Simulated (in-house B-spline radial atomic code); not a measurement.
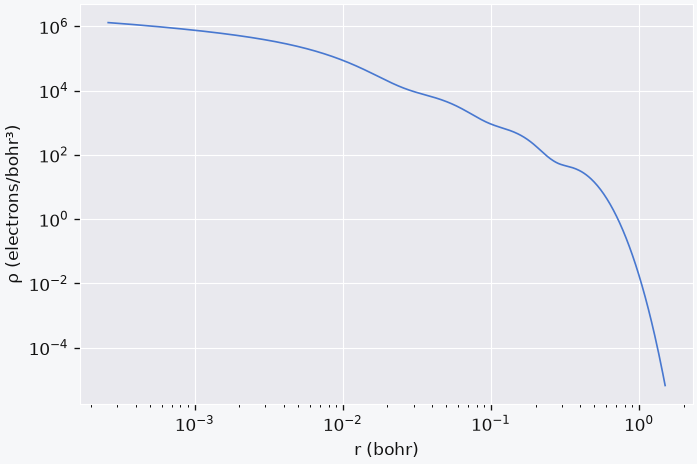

The Ir³⁰⁺ ion in the configuration [Kr] 4d10 4f1 (open shells shared over both j by 2j + 1). Theory: Dirac-Hartree-Fock, average of configuration, Fermi nucleus, basis-set limit (computed with an in-house B-spline radial code).

```
Z = 77
electrons = 47.0
configuration = [Kr] 4d10 4f1
hamiltonian = dirac
method = hf
spin_polarised = False
nucleus = fermi
rms_radius = 5.4032
mass_number = 193
atomic_mass = 192.962923753
speed_of_light = 137.035999084
```

The plot shows the electron density ρ(r) on a logarithmic scale.

Q: What does the plot show?

Answer: The density falls from 1.3×10⁶ electrons/bohr³ at the inner end (r = 0.00026 bohr) to 0.001 at r = 1.19 bohr, a common measure of the size of an atom or ion. The steps in the slope mark the shells; the radial density has its minima at 0.023, 0.096 and 0.28 bohr.
